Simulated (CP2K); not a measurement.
**AlNH3 (SMILES [NH2][AlH]) at PM6**

What is the vertical electron affinity of AlNH3 at PM6? 

Program for the calculation: CP2K 2026.2.

### 1 The structure to begin with

AlNH3: 5 atoms, total charge 0, spin state doublet. As SMILES, `[NH2][AlH]`. Geometry: relaxed at PBE0-D4/def2-TZVP. This is one conformer, not always the lowest.

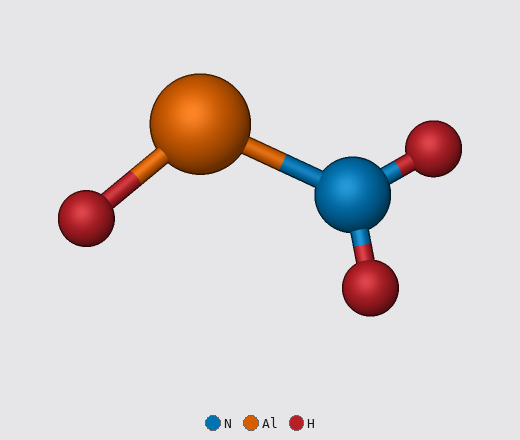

The structure, seen from a chosen angle (nitrogen blue, aluminium orange, hydrogen red).

### 2 Energy and forces at PM6

Contents of run.inp:

```
&FORCE_EVAL
  METHOD QS
  &DFT
    MULTIPLICITY 2
    UNRESTRICTED_KOHN_SHAM T
    &QS
      METHOD PM6
      EPS_DEFAULT 1.0E-10
      &SE
        &COULOMB
          CUTOFF [angstrom] 50
          RC_RANGE [angstrom] 0
        &END
        &EXCHANGE
          CUTOFF [angstrom] 50
          RC_RANGE [angstrom] 0
        &END
      &END
    &END
    &POISSON
      PERIODIC NONE
      POISSON_SOLVER ANALYTIC
    &END
    &SCF
      SCF_GUESS ATOMIC
      EPS_SCF 1.0E-07
      MAX_SCF 150
      &DIAGONALIZATION
        ALGORITHM STANDARD
      &END
      &MIXING
        METHOD DIRECT_P_MIXING
        ALPHA 0.4
      &END
    &END
    &PRINT
      &MOMENTS
        PERIODIC F
        REFERENCE COM
        MAX_MOMENT 1
      &END
      &MO ON
        ENERGIES T
        OCCUPATION_NUMBERS T
        NDIGITS 6
        &EACH
          QS_SCF 0
        &END
        ADD_LAST NUMERIC
      &END
      &HIRSHFELD OFF
      &END
    &END
  &END
  &SUBSYS
    &CELL
      ABC 13.8 15.5 13.4
      PERIODIC NONE
    &END
    &COORD
      UNIT bohr
      N     -0.2203421    -1.2487310     0.3308910
      Al     1.5809449     1.5758426     0.2282789
      H      0.2806243    -2.8446047     1.2387155
      H     -1.9091903    -1.4792776    -0.5242100
      H      0.3624495     3.8576869    -1.3519101
    &END
    &TOPOLOGY
      &CENTER_COORDINATES
      &END
    &END
  &END
  &PRINT
    &FORCES ON
    &END
  &END
&END
&GLOBAL
  PROJECT run
  RUN_TYPE ENERGY_FORCE
  PRINT_LEVEL MEDIUM
&END
```

Launch:

```bash
OMP_NUM_THREADS=1 cp2k.psmp -i run.inp > run.out 2>&1
```

Log:

```text
CP2K| version string:                                       CP2K version 2026.2
[...]
 GLOBAL| Method name                                                        CP2K
[...]
 GLOBAL| Run type                                                   ENERGY_FORCE
[...]
                             - Atoms:                                          5
[...]
                             - Spherical basis functions:                     16
[...]
 Number of electrons:                                                          6
[...]
     1 P_Mix/Diag. 0.40E+00    0.0     0.45033689        -6.8732114002 -6.87E+00
[...]
    20 DIIS/Diag.  0.34E-07    0.0     0.00000008        -9.8845660776 -5.68E-14
  *** SCF run converged in    20 steps ***
  Core-core repulsion energy [eV]:                            300.46103961886024
  Core Hamiltonian energy [eV]:                              -438.87013224276888
  Two-electron integral energy [eV]:                         -261.12725833862453
  Electronic energy [eV]:                                    -569.43376141208103
  Total energy [eV]:                                         -268.97272179322090
  Atomic reference energy [eV]:                               271.87956840391490
  Heat of formation [kcal/mol]:                                67.03348061695277
[...]
 SE_DIPOLE| Moment [Debye]          0.23151533       0.85719910      -0.20686421
 SE_DIPOLE| Derivative [a.u.]       0.00000000       0.00000000       0.00000000
 ENERGY| Total FORCE_EVAL ( QS ) energy [hartree]             -9.884566077605601
 FORCES| Atomic forces [hartree/bohr]
 FORCES|   Atom     x               y               z               |f|
 FORCES|      1  5.86354419E-03  3.07984929E-03  2.07408244E-03   6.94034870E-03
 FORCES|      2 -1.52533823E-02 -3.03975182E-03 -7.34994451E-03   1.72025418E-02
 FORCES|      3  4.01015176E-03  7.45463465E-04  1.95340288E-03   4.52247893E-03
 FORCES|      4 -1.42125738E-03  3.90380624E-03 -2.33349295E-03   4.76496223E-03
 FORCES|      5  6.80094369E-03 -4.68936717E-03  5.65595214E-03   1.00116329E-02
 FORCES| Sum    -6.76542156E-17 -5.55111512E-17 -6.24500451E-17
 FORCES| Total atomic force                                       1.07510878E-16
[...]
```

It took 1 s on 1 thread of Intel Xeon Platinum 8488C (Sapphire Rapids), shared host; peak memory 0.18 GiB.

### 3 The singlet anion, same level

Contents of job.inp:

```
&GLOBAL
    PROJECT_NAME job
    RUN_TYPE ENERGY_FORCE
    PRINT_LEVEL MEDIUM
&END

&FORCE_EVAL
    METHOD QUICKSTEP
    &DFT
        CHARGE -1
        &QS
            METHOD PM6
            EPS_DEFAULT 1.0E-10
            &SE
                &COULOMB
                    CUTOFF [angstrom] 50
                    RC_RANGE [angstrom] 0
                &END
                &EXCHANGE
                    CUTOFF [angstrom] 50
                    RC_RANGE [angstrom] 0
                &END
            &END
        &END
        &POISSON
            PERIODIC NONE
            POISSON_SOLVER ANALYTIC
        &END
        &SCF
            SCF_GUESS ATOMIC
            EPS_SCF 1.0E-07
            MAX_SCF 150
            &DIAGONALIZATION
                ALGORITHM STANDARD
            &END
            &MIXING
                METHOD DIRECT_P_MIXING
                ALPHA 0.4
            &END
        &END
        &PRINT
            &MOMENTS
                PERIODIC F
                REFERENCE COM
                MAX_MOMENT 1
            &END
            &MO ON
                ENERGIES T
                OCCUPATION_NUMBERS T
                NDIGITS 6
                &EACH
                    QS_SCF 0
                &END
                ADD_LAST NUMERIC
            &END
            &HIRSHFELD OFF
            &END
        &END
    &END
    &SUBSYS
        &CELL
            ABC 13.8 15.5 13.4
            PERIODIC NONE
        &END
        &COORD
            UNIT bohr
            N     -0.2203421    -1.2487310     0.3308910
            Al     1.5809449     1.5758426     0.2282789
            H      0.2806243    -2.8446047     1.2387155
            H     -1.9091903    -1.4792776    -0.5242100
            H      0.3624495     3.8576869    -1.3519101
        &END
        &TOPOLOGY
            &CENTER_COORDINATES
            &END
        &END
    &END
    &PRINT
        &FORCES ON
        &END
    &END
&END
```

Launch:

```bash
OMP_NUM_THREADS=1 cp2k.psmp job.inp > job.out
```

Log:

```text
CP2K| version string:                                       CP2K version 2026.2
[...]
 GLOBAL| Method name                                                        CP2K
[...]
 GLOBAL| Run type                                                   ENERGY_FORCE
[...]
                             - Atoms:                                          5
[...]
                             - Spherical basis functions:                     16
[...]
 Number of electrons:                                                         12
[...]
     1 P_Mix/Diag. 0.40E+00    0.0     0.75588377        -5.3987647134 -5.40E+00
[...]
    21 DIIS/Diag.  0.37E-07    0.0     0.00000002        -9.8938657986 -1.78E-15
  *** SCF run converged in    21 steps ***
  Core-core repulsion energy [eV]:                            300.46103961886024
  Core Hamiltonian energy [eV]:                              -457.34944088535491
  Two-electron integral energy [eV]:                         -224.67475761095233
  Electronic energy [eV]:                                    -569.68681969083104
  Total energy [eV]:                                         -269.22578007197086
  Atomic reference energy [eV]:                               271.87956840391490
  Heat of formation [kcal/mol]:                                61.19781761322236
[...]
 SE_DIPOLE| Moment [Debye]          2.31199411       3.13501337       0.06202063
 SE_DIPOLE| Derivative [a.u.]       0.00000000       0.00000000       0.00000000
 ENERGY| Total FORCE_EVAL ( QS ) energy [hartree]             -9.893865798637203
 FORCES| Atomic forces [hartree/bohr]
 FORCES|   Atom     x               y               z               |f|
 FORCES|      1 -3.54758083E-02 -2.47712402E-02 -1.01125475E-02   4.44343441E-02
 FORCES|      2  5.10004362E-02  2.42585491E-02  1.90109593E-02   5.95897498E-02
 FORCES|      3  2.98656987E-03  4.83394513E-03 -2.30064812E-04   5.68678775E-03
 FORCES|      4 -1.30456570E-03 -3.57667894E-03  6.72713751E-04   3.86614378E-03
 FORCES|      5 -1.72066321E-02 -7.44575106E-04 -9.34106077E-03   1.95928047E-02
 FORCES| Sum    -3.12250226E-17  2.49800181E-16  6.93889390E-18
 FORCES| Total atomic force                                       2.51839791E-16
[...]
```

Run time: 1 s. Hardware: 1 thread of Intel Xeon Platinum 8488C (Sapphire Rapids), shared host; peak memory 0.19 GiB.

### 4 Outcome

At PM6:

```
                                                quantity          value
                             doublet AlNH3: total energy    -9.88457 Eh
                            doublet AlNH3: dipole moment         0.91 D
       doublet AlNH3: HOMO energy (highest over α and β)       -7.68 eV
doublet AlNH3: heat of formation at this unrelaxed shape  67.0 kcal/mol
                 doublet AlNH3: largest force on an atom     0.885 eV/Å
                             singlet anion: total energy    -9.89387 Eh
                              singlet anion: HOMO energy       -0.66 eV
singlet anion: heat of formation at this unrelaxed shape  61.2 kcal/mol
                 singlet anion: largest force on an atom     3.064 eV/Å
       vertical electron affinity (to the singlet anion)       0.253 eV
```

**Reading.** At fixed nuclei the extra electron is bound by 0.25 eV (24.4 kJ/mol). The largest force (doublet AlNH3) is 0.88 eV/Å: the shape isn't a stationary point for this species at this level. A minimal valence basis can't be trusted even for the sign of an electron affinity.
